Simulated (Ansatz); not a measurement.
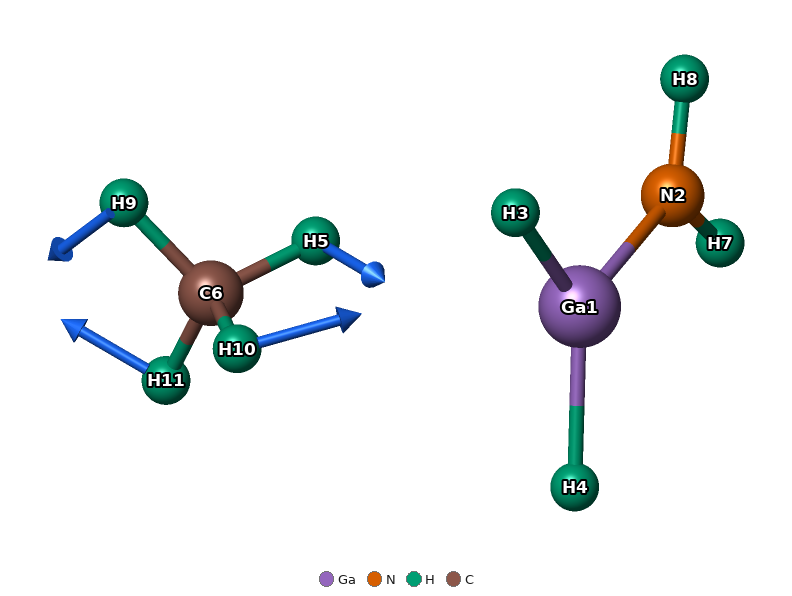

The arrows show one normal mode. Harmonic vibrations computed with RKS PBE0-D4/def2-TZVP (Ansatz 0.2.0) at a stationary point of the same level. It is a saddle point of order 1.

> Describe the motion.

Mostly H–C–H bending.

> Estimate its harmonic wavenumber.

1556 cm⁻¹; it is mode 18 of 27 counted from the lowest.
